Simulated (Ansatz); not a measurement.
Consider Er3O.

Input

```
crystal:
  lattice:
    - [4.5517753046, 0.0, 0.0]
    - [0.0, 4.5517753046, 0.0]
    - [0.0, 0.0, 4.5517753046]
  atoms:
    - { symbol: Er, position: [0.0, 0.5, 0.5] }
    - { symbol: Er, position: [0.5, 0.0, 0.5] }
    - { symbol: Er, position: [0.5, 0.5, 0.0] }
    - { symbol: O, position: [0.0, 0.0, 0.0] }
basis:
  ecutwfc: 770
kpoints:
  mp_grid: { grid: [10, 10, 10] }
hamiltonian:
  xc: pbe
  pseudopotentials:
    kind: paw
    azcp: { Er: "pseudopotentials/pbe/nc/lanthanide_3plus/Er.nc.azcp" }
scf:
  occupations: { method: gaussian, width: 0.1 }
output:
  forces: true
  stress: true
  eigenvalues: true
  write_density: true
  write_potential: true
  elf: true
  volumetric_format: npy
relax:
  adjacent_minimum: "off"
  f_tol: 0.01
  max_steps: 80
  cell: { stress_tol: 0.05 }
```

Run with:

```sh
ansatz run input.yaml --threads 1 --pin off --max-ram 2560MiB --backend cpu --events-out ev --progress --plain --runs-dir out
```

Below, planes, directions and counts refer to the conventional cell (a = 4.53 Å, b = 4.53 Å, c = 4.53 Å, α = 90.00°, β = 90.00°, γ = 90.00°).

The fields are those of the run's last geometry, not of the input's.

Space group Pm-3m; a structure generated by program, which may or may not match a known phase; computed without spin polarisation; no Hubbard U on the f states and no spin–orbit coupling.

All numbers below come from DFT PBE, scalar-relativistic, plane waves, PAW; 4f electrons in the core of a trivalent norm-conserving potential in Ansatz.

**What will maps of the valence pseudo-density and electron localisation function show?**

Er–O (3.21 Å): the density is about 0.09 e/Å³ at the midpoint; the ELF is about 0.10 at the midpoint; no shared electron pair shows on this line.

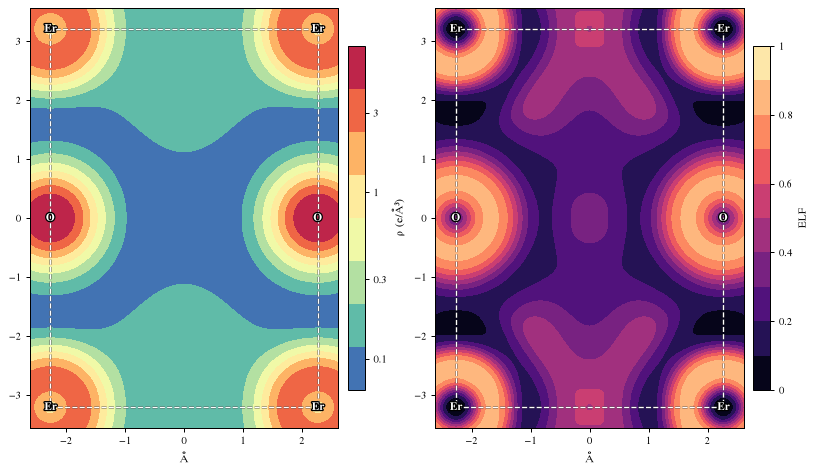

Computed valence pseudo-density and electron localisation function on the (101) plane of the conventional cell, in this order. 

In a pseudopotential calculation such maps are meaningful between the atoms, not at the nuclei.
